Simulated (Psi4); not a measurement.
# COF2 (carbonyl fluoride): B3LYP/cc-pCVTZ (density fitting, sweep point 4)

What is the vertical electron affinity of COF2 (carbonyl fluoride) at B3LYP/cc-pCVTZ (density fitting, sweep point 4)? 

Program for the calculation: Psi4 1.11.

### 1 The system as given

COF2 has 4 atoms, charge 0, and is taken as a singlet. As SMILES, `O=C(F)F`. The coordinates come from a GFN2-xTB relaxation.

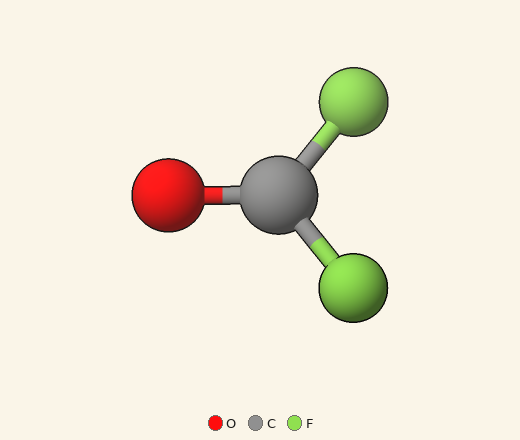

Viewed from a chosen angle; oxygen red, carbon grey, fluorine green.

### 2 The energy at B3LYP/cc-pCVTZ (density fitting, sweep point 4)

Contents of job.in:

```
memory 1.6 GB

molecule geom {
  0 1
  O     -1.243810    -0.157330     0.153910
  C     -0.102510    -0.013170     0.012900
  F      0.851050    -0.823360     0.422470
  F      0.495270     0.993860    -0.589280
  symmetry c1
}

set basis cc-pCVTZ
set puream true
set scf_type df
set dft_radial_points 99
set dft_spherical_points 590

energy("b3lyp")
print_variables()
```

Launch:

```bash
$ psi4 job.in job.out -n 1
```

job.out, shortened:

```text
[...]
  Running in c1 symmetry.
[...]
  Nuclear repulsion =  120.047493605645485
[...]
  Multiplicity = 1
[...]
  Nalpha       = 16
  Nbeta        = 16
[...]
    Number of basis functions: 172
[...]
   @DF-RKS iter   1:  -312.98317217525266   -1.12178e-01   4.23320e-03 ADIIS/DIIS
[...]
   @DF-RKS iter   8:  -313.14572547848911   -3.33642e-08   2.32741e-07 DIIS
[...]
    Orbital Energies [Eh]
    ---------------------
    Doubly Occupied:
       1A    -24.758176     2A    -24.757966     3A    -19.182185
       4A    -10.437894     5A     -1.345436     6A     -1.272215
       7A     -1.131990     8A     -0.702674     9A     -0.633627
      10A     -0.587545    11A     -0.557115    12A     -0.488997
      13A     -0.488104    14A     -0.467443    15A     -0.416302
      16A     -0.371849
[...]
  @DF-RKS Final Energy:  -313.14572547848911
   => Energetics <=
    Nuclear Repulsion Energy =            120.0474936056454851
    One-Electron Energy =                -670.9137116654792408
    Two-Electron Energy =                 265.9758795792743626
    DFT Exchange-Correlation Energy =     -28.2553869979297474
    Empirical Dispersion Energy =           0.0000000000000000
    VV10 Nonlocal Energy =                  0.0000000000000000
    Total Energy =                       -313.1457254784891120
[...]
 Multipole Moments:
 ------------------------------------------------------------------------------------
     Multipole            Electronic (a.u.)      Nuclear  (a.u.)        Total (a.u.)
 ------------------------------------------------------------------------------------
 L = 1.  Multiply by 2.5417464519 to convert [e a0] to [Debye]
 Dipole X            :          1.5299740           -1.1490408            0.3809332
 Dipole Y            :          0.1929059           -0.1454939            0.0474119
 Dipole Z            :         -0.1889066            0.1423434           -0.0465632
 Magnitude           :                                                    0.3866861
[...]
```

It took 6.6 s on 1 thread of Intel Xeon 6975P-C (Granite Rapids), shared host; peak memory 1 GiB.

### 3 The doublet anion at the same level

Contents of input.in:

```
memory 1600 MB

molecule geom {
  -1 2
  O     -1.243810    -0.157330     0.153910
  C     -0.102510    -0.013170     0.012900
  F      0.851050    -0.823360     0.422470
  F      0.495270     0.993860    -0.589280
  symmetry c1
}

set basis cc-pCVTZ
set reference uks
set puream true
set scf_type df
set dft_radial_points 99
set dft_spherical_points 590
set maxiter 150

energy_value, wavefunction = energy('b3lyp', return_wfn=True)
```

Launch:

```bash
$ psi4 -i input.in -o input.out -n 1
```

input.out, shortened:

```text
[...]
  Running in c1 symmetry.
[...]
  Nuclear repulsion =  120.047493605645485
[...]
  Multiplicity = 2
[...]
  Nalpha       = 17
  Nbeta        = 16
[...]
    Number of basis functions: 172
[...]
   @DF-UKS iter   1:  -312.79166225464479    7.93321e-02   5.04832e-03 ADIIS/DIIS
[...]
   @DF-UKS iter   9:  -313.04935081517277   -1.06189e-07   5.58252e-07 DIIS
[...]
   @S^2 Observed:                7.536187024E-01
[...]
    Orbital Energies [Eh]
    ---------------------
    Alpha Occupied:
       1A    -24.436218     2A    -24.436072     3A    -18.805234
       4A    -10.012434     5A     -1.025798     6A     -0.958903
       7A     -0.776312     8A     -0.392960     9A     -0.317967
      10A     -0.280782    11A     -0.242238    12A     -0.193474
      13A     -0.165552    14A     -0.165451    15A     -0.102658
      16A     -0.039742    17A      0.215320
    Alpha Virtual:
      18A      0.326686    19A      0.454393    20A      0.460325
      21A      0.496920    22A      0.557098    23A      0.604846
      24A      0.758645    25A      0.813658    26A      0.852494
[...]
  @DF-UKS Final Energy:  -313.04935081517277
   => Energetics <=
    Nuclear Repulsion Energy =            120.0474936056454851
    One-Electron Energy =                -681.3674011294864385
    Two-Electron Energy =                 276.8792760094802929
    DFT Exchange-Correlation Energy =     -28.6087193008121652
    Empirical Dispersion Energy =           0.0000000000000000
    VV10 Nonlocal Energy =                  0.0000000000000000
    Total Energy =                       -313.0493508151727724
[...]
 Multipole Moments:
 ------------------------------------------------------------------------------------
     Multipole            Electronic (a.u.)      Nuclear  (a.u.)        Total (a.u.)
 ------------------------------------------------------------------------------------
 L = 1.  Multiply by 2.5417464519 to convert [e a0] to [Debye]
 Dipole X            :          2.1243789           -1.1490408            0.9753381
 Dipole Y            :          0.2679183           -0.1454939            0.1224243
 Dipole Z            :         -0.2633447            0.1423434           -0.1210014
 Magnitude           :                                                    0.9904107
[...]
```

Wall time 11 s (1 thread of Intel Xeon 6975P-C (Granite Rapids), shared host); peak memory 1 GiB.

### 4 Outcome

Level: B3LYP/cc-pCVTZ (density fitting, sweep point 4).

| quantity | value |
| --- | --- |
| singlet COF2: total energy | -313.14573 Eh |
| singlet COF2: dipole moment | 0.98 D |
| singlet COF2: HOMO energy | -10.12 eV |
| singlet COF2: LUMO energy | -0.60 eV |
| singlet COF2: HOMO–LUMO gap | 9.52 eV |
| doublet anion: total energy | -313.04935 Eh |
| doublet anion: HOMO energy (highest over α and β) | 5.86 eV |
| doublet anion: LUMO energy (lowest over α and β) | 8.89 eV |
| doublet anion: ⟨S²⟩ | 0.754 |
| vertical electron affinity (to the doublet anion) | -2.622 eV |

**Reading.** The anion lies 2.62 eV (253 kJ/mol) above the neutral: the electron isn't bound at this level, and such a value depends on the basis. Without diffuse functions anions come out too high. The HOMO (doublet anion) lies at positive energy, 5.86 eV; only total energies tell whether the electron is bound.
